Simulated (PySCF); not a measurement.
# Ce²⁵⁺, Pr²⁶⁺: ionisation energies with spin-orbit coupling

Aim: the ionisation energy of these ions from differences of total energies, at each level of theory, and how far each lands from the tabulated value where there is one.

Program: PySCF 2.14.0. Level of theory: two-component X2C-1e, generalised determinants. These are calculated values, not measurements, unless marked.

### Step 1. The system

| Property | Result |
| --- | --- |
| Elements | cerium (Z = 58), praseodymium (Z = 59) |
| Basis | one for each species, given in its step |
| Hamiltonian | two-component X2C-1e, Gaussian nucleus, no Breit or QED terms; spin-orbit coupling, run by run: off; screened by Boettger's factors |
| Core shells frozen in the correlated runs | [Ne] (for Ce²⁵⁺) |
| State 1 | Ce²⁵⁺: [Ar] 3d10 4s2 4p3; 4p1/2 filled at m_j = -1/2, +1/2; 4p3/2 filled at m_j = +3/2 |
| State 2 | Pr²⁶⁺: [Ar] 3d10 4s2 4p3; 4p1/2 filled at m_j = -1/2, +1/2; 4p3/2 filled at m_j = +3/2 |
| Needed too, but not shown | Ce²⁶⁺ [Ar] 3d10 4s2 4p2 (3P), Pr²⁷⁺ [Ar] 3d10 4s2 4p2 (3P) |
| Methods | GHF, GMP2 |

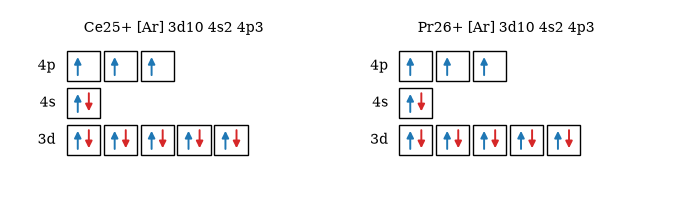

The shells outside the core, filled by Hund's rule for the drawing.

All steps ran in one process of a driver on top of PySCF, which takes the settings above as its task.

The driver's launch:

```sh
OMP_NUM_THREADS=1 python sorun2.py TASK.json OUT
```

The integrals over 124 functions and the set-up took 1.2 s of CPU time.

### Step 2. Ce²⁵⁺, method by method

Basis: an even-tempered Gaussian basis (17 s from 1.9 bohr⁻², ratio 2.8; 13 p from 2.5 bohr⁻², ratio 2.8; 8 d from 4.5 bohr⁻², ratio 2.8; 4 f from 13 bohr⁻², ratio 3).

Level: GHF (spin-free).

What it wrote:

```text
cycle= 1 E= -8559.2379340145  delta_E= -8.56e+03  |FDS-SDF|= 0.0349
cycle= 2 E= -8559.2428027334  delta_E= -0.00487  |FDS-SDF|= 0.00597
cycle= 3 E= -8559.2428446546  delta_E= -4.19e-05  |FDS-SDF|= 0.00101
cycle= 4 E= -8559.2428456384  delta_E= -9.84e-07  |FDS-SDF|= 1.72e-05
cycle= 5 E= -8559.2428456405  delta_E= -2.07e-09  |FDS-SDF|= 2.4e-06
```

It took 8.9 s on 1 thread of Neoverse-N1, shared host, the integrals not counted.

Occupied spinors (without spin-orbit coupling the j labels only name the start):

```
spinor shell  electrons  mean energy (eV)  weight of the nominal j  rms radius (bohr)
       1s1/2          2          -41441.2                    1.000             0.0280
       2s1/2          2           -7402.0                    1.000              0.114
       2p3/2          4           -6706.3                    0.833              0.102
       2p1/2          2           -6706.3                    0.667              0.102
       3s1/2          2           -2213.9                    1.000              0.293
       3p3/2          4           -1986.4                    0.833              0.293
       3p1/2          2           -1986.4                    0.667              0.293
       3d5/2          6           -1669.6                    0.800              0.269
       3d3/2          4           -1669.6                    0.700              0.269
       4s1/2          2           -947.12                    1.000              0.626
       4p1/2          2           -871.74                    0.500              0.652
       4p3/2          1           -871.74                    1.000              0.652
```

M_J = 3/2, ⟨J²⟩ = 3.750, ⟨L²⟩ = 0.000, ⟨S²⟩ = 3.750.

Level: GMP2 (spin-free).

The driver printed no log here.

It took 7.8 s on 1 thread of Neoverse-N1, shared host, the integrals not counted.

With 23 electrons correlated and 74 very high virtual spinors dropped, the MP2 correlation energy is -0.91214 hartree. Largest pairs: 3d3/2-3d5/2 -0.1819, 3d5/2-3d5/2 -0.1294, 3d5/2-3p3/2 -0.0574, 3d3/2-3d3/2 -0.0560, 4p1/2-4s1/2 -0.0522.

Level: GHF (screened spin-orbit).

What it wrote:

```text
cycle= 1 E= -8563.6999760573  delta_E= -8.56e+03  |FDS-SDF|= 0.164
cycle= 2 E= -8563.7165095302  delta_E= -0.0165  |FDS-SDF|= 0.00835
cycle= 3 E= -8563.7198101632  delta_E= -0.0033  |FDS-SDF|= 0.00444
cycle= 4 E= -8563.7220225832  delta_E= -0.00221  |FDS-SDF|= 0.00248
cycle= 5 E= -8563.7229806378  delta_E= -0.000958  |FDS-SDF|= 0.000445
cycle= 6 E= -8563.7229996503  delta_E= -1.9e-05  |FDS-SDF|= 0.000131
cycle= 7 E= -8563.7230009377  delta_E= -1.29e-06  |FDS-SDF|= 3.8e-05
cycle= 8 E= -8563.7230010426  delta_E= -1.05e-07  |FDS-SDF|= 2.25e-06
cycle= 9 E= -8563.7230010429  delta_E= -2.11e-10  |FDS-SDF|= 2.28e-07
```

Time after the integrals: 27 s (1 thread of Neoverse-N1, shared host).

The outer occupied spinors:

```
spinor shell  electrons  mean energy (eV)  weight of the nominal j  rms radius (bohr)
       3s1/2          2           -2212.3                    1.000              0.293
       3p1/2          2           -2051.7                    1.000              0.284
       3p3/2          4           -1955.7                    1.000              0.297
       3d3/2          4           -1680.7                    0.999              0.267
       3d5/2          6           -1660.0                    0.999              0.271
       4s1/2          2           -946.46                    1.000              0.626
       4p1/2          2           -883.68                    0.990              0.638
       4p3/2          1           -859.66                    1.000              0.659
```

M_J = 3/2, ⟨J²⟩ = 3.752, ⟨L²⟩ = 2.114, ⟨S²⟩ = 1.759.

Level: GMP2 (screened spin-orbit).

No log was kept for this step.

Time after the integrals: 5.5 s (1 thread of Neoverse-N1, shared host).

With 23 electrons correlated and 74 very high virtual spinors dropped, the MP2 correlation energy is -0.92967 hartree. Largest pairs: 3d3/2-3d5/2 -0.1827, 3d5/2-3d5/2 -0.1296, 3d5/2-3p3/2 -0.0602, 3d3/2-3d3/2 -0.0552, 3d3/2-3p3/2 -0.0407.

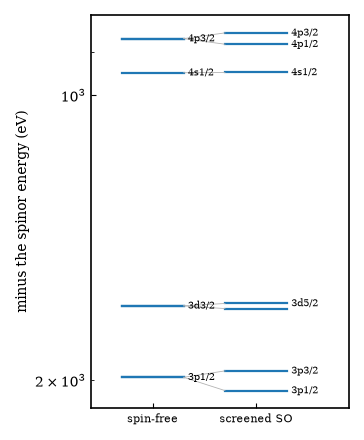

The highest 7 spinor levels of Ce²⁵⁺ on a logarithmic scale, without and with spin-orbit coupling.

### Step 3. Pr²⁶⁺

Basis: an uncontracted even-tempered set (17 s from 2.1 bohr⁻², ratio 2.8; 13 p from 2.7 bohr⁻², ratio 2.8; 8 d from 4.8 bohr⁻², ratio 2.8; 4 f from 14 bohr⁻², ratio 3).

Level: GHF (spin-free).

What it wrote:

```text
cycle= 1 E= -8905.1726176565  delta_E= -8.91e+03  |FDS-SDF|= 0.036
cycle= 2 E= -8905.1772829702  delta_E= -0.00467  |FDS-SDF|= 0.00596
cycle= 3 E= -8905.1773215475  delta_E= -3.86e-05  |FDS-SDF|= 0.000997
cycle= 4 E= -8905.1773224372  delta_E= -8.9e-07  |FDS-SDF|= 1.66e-05
cycle= 5 E= -8905.1773224388  delta_E= -1.64e-09  |FDS-SDF|= 2.16e-06
```

Time after the integrals: 8.9 s (1 thread of Neoverse-N1, shared host).

Occupied spinors (without spin-orbit coupling the j labels only name the start):

```
spinor shell  electrons  mean energy (eV)  weight of the nominal j  rms radius (bohr)
       1s1/2          2          -43054.5                    1.000             0.0275
       2s1/2          2           -7747.3                    1.000              0.111
       2p3/2          4           -7016.6                    0.833             0.0997
       2p1/2          2           -7016.6                    0.667             0.0997
       3s1/2          2           -2340.6                    1.000              0.286
       3p3/2          4           -2102.6                    0.833              0.286
       3p1/2          2           -2102.6                    0.667              0.286
       3d5/2          6           -1775.2                    0.800              0.263
       3d3/2          4           -1775.2                    0.700              0.263
       4s1/2          2           -1008.4                    1.000              0.614
       4p1/2          2           -929.93                    0.500              0.635
       4p3/2          1           -929.93                    1.000              0.635
```

M_J = 3/2, ⟨J²⟩ = 3.750, ⟨L²⟩ = 0.000, ⟨S²⟩ = 3.750.

Level: GMP2 (spin-free).

The driver printed no log here.

Time after the integrals: 8.1 s (1 thread of Neoverse-N1, shared host).

With 23 electrons correlated and 74 very high virtual spinors dropped, the MP2 correlation energy is -0.91358 hartree. Largest pairs: 3d3/2-3d5/2 -0.1820, 3d5/2-3d5/2 -0.1295, 3d5/2-3p3/2 -0.0574, 3d3/2-3d3/2 -0.0560, 4p1/2-4s1/2 -0.0524.

Level: GHF (screened spin-orbit).

What it wrote:

```text
cycle= 1 E= -8910.1688261350  delta_E= -8.91e+03  |FDS-SDF|= 0.173
cycle= 2 E= -8910.1855044681  delta_E= -0.0167  |FDS-SDF|= 0.0083
cycle= 3 E= -8910.1885422209  delta_E= -0.00304  |FDS-SDF|= 0.0042
cycle= 4 E= -8910.1904634261  delta_E= -0.00192  |FDS-SDF|= 0.00218
cycle= 5 E= -8910.1911371490  delta_E= -0.000674  |FDS-SDF|= 0.000364
cycle= 6 E= -8910.1911481699  delta_E= -1.1e-05  |FDS-SDF|= 0.000109
cycle= 7 E= -8910.1911489997  delta_E= -8.3e-07  |FDS-SDF|= 2.9e-05
cycle= 8 E= -8910.1911490566  delta_E= -5.69e-08  |FDS-SDF|= 1.63e-06
cycle= 9 E= -8910.1911490567  delta_E= -1e-10  |FDS-SDF|= 1.58e-07
```

It took 27 s on 1 thread of Neoverse-N1, shared host, the integrals not counted.

The outer occupied spinors:

```
spinor shell  electrons  mean energy (eV)  weight of the nominal j  rms radius (bohr)
       3s1/2          2           -2338.8                    1.000              0.286
       3p1/2          2           -2173.6                    1.000              0.278
       3p3/2          4           -2069.3                    1.000              0.290
       3d3/2          4           -1787.2                    0.999              0.261
       3d5/2          6           -1764.7                    0.999              0.264
       4s1/2          2           -1007.7                    1.000              0.614
       4p1/2          2           -943.51                    0.992              0.621
       4p3/2          1           -916.88                    1.000              0.642
```

M_J = 3/2, ⟨J²⟩ = 3.752, ⟨L²⟩ = 2.169, ⟨S²⟩ = 1.726.

Level: GMP2 (screened spin-orbit).

The driver printed no log here.

Time after the integrals: 5.5 s (1 thread of Neoverse-N1, shared host).

With 23 electrons correlated and 74 very high virtual spinors dropped, the MP2 correlation energy is -0.93120 hartree. Largest pairs: 3d3/2-3d5/2 -0.1828, 3d5/2-3d5/2 -0.1297, 3d5/2-3p3/2 -0.0603, 3d3/2-3d3/2 -0.0552, 3d3/2-3p3/2 -0.0407.

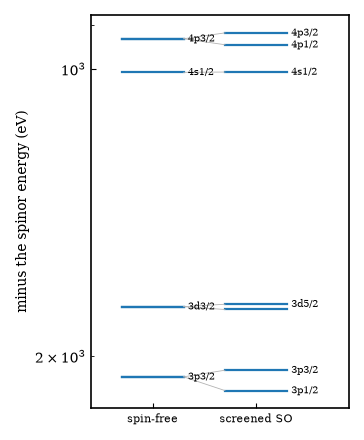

The highest 7 spinor levels of Pr²⁶⁺ on a logarithmic scale, without and with spin-orbit coupling.

### Step 4. Differences of total energies

Ionisation energy: Ce²⁵⁺ [Ar] 3d10 4s2 4p3 [4p1/2^2 4p3/2^1, M_J = 3/2] → Ce²⁶⁺ [Ar] 3d10 4s2 4p2 [4p1/2^2, M_J = 0].

```
                    method  value (eV)  less the reference (eV)
           GHF (spin-free)      871.24                    +9.24
          GMP2 (spin-free)      872.13                   +10.13
 GHF (screened spin-orbit)      858.79                    -3.21
GMP2 (screened spin-orbit)      859.61                    -2.39
```

Reference: 862 ± 4 eV (theoretical estimate listed by NIST; NIST Atomic Spectra Database, ionization energies). For this ion Breit and QED terms and the two-electron picture change, all absent here, are large against electron correlation. The spin-free rows have the spin-orbit operator switched off.

Ionisation energy: Pr²⁶⁺ [Ar] 3d10 4s2 4p3 [4p1/2^2 4p3/2^1, M_J = 3/2] → Pr²⁷⁺ [Ar] 3d10 4s2 4p2 [4p1/2^2, M_J = 0].

```
                    method  value (eV)  less the reference (eV)
           GHF (spin-free)      929.44                    +9.44
          GMP2 (spin-free)      930.33                   +10.33
 GHF (screened spin-orbit)      916.04                    -3.96
GMP2 (screened spin-orbit)      916.87                    -3.13
```

Reference: 920 ± 4 eV (theoretical estimate listed by NIST; NIST Atomic Spectra Database, ionization energies). For this ion Breit and QED terms and the two-electron picture change, all absent here, are large against electron correlation. The spin-free rows have the spin-orbit operator switched off.

The differences also use runs on Ce²⁶⁺ [Ar] 3d10 4s2 4p2 (3P), Pr²⁷⁺ [Ar] 3d10 4s2 4p2 (3P), which are not shown here.

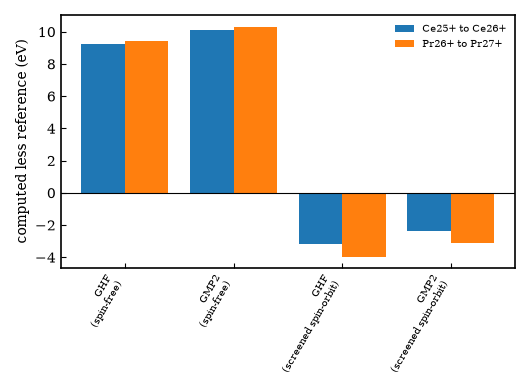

Computed less reference values by method, where the reference is not like for like or is itself uncertain.

### Step 5. Summary of results

| quantity | value |
| --- | --- |
| ionisation energy, Ce²⁵⁺ | GHF (spin-free) 871.24, GMP2 (screened spin-orbit) 859.61 eV; reference 862 ± 4 |
| ionisation energy, Pr²⁶⁺ | GHF (spin-free) 929.44, GMP2 (screened spin-orbit) 916.87 eV; reference 920 ± 4 |

What this shows: For the first difference the methods span 13.333 eV, from GHF (screened spin-orbit) (858.79) to GMP2 (spin-free) (872.13). The reference is uncertain or not like for like (spin-orbit coupling or other relativistic terms), so no ranking of close methods is drawn. Spin-orbit coupling moves the first difference by -12.516 eV at GMP2. The basis is finite, and no extrapolation was made.
